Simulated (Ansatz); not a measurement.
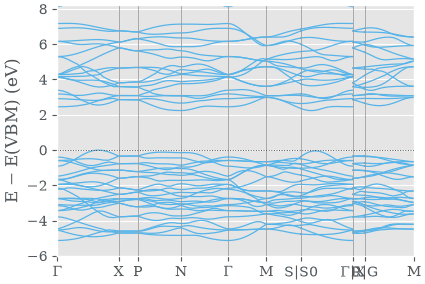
Fig. 1. Band structure from plane-wave PAW PBE (Ansatz code)

The gap is 2.20 eV; an edge lies off the plotted path or next to a special point (maximum off the standard path, minimum off the standard path).

Task: Which compound is it?
A) ZnGeP2, chalcopyrite
B) Cs2PbI2Cl2, I4/mmm (Cs on 4e, Pb on 2a, I on 4e, Cl on 4c)
C) CdSiP2, chalcopyrite
D) VBiO4, I4_1/a (Bi on 4a, V on 4b, O on 16f)

Result: D, VBiO4, I4_1/a (Bi on 4a, V on 4b, O on 16f)

Symmetry was held in the PBE relaxation. The workflow began spin-polarised and lost its moments. No Hubbard U is applied. Scalar-relativistic: spin–orbit coupling is off unless named, which matters more the heavier the elements.

Potentials: the later of the program's two PAW sets.
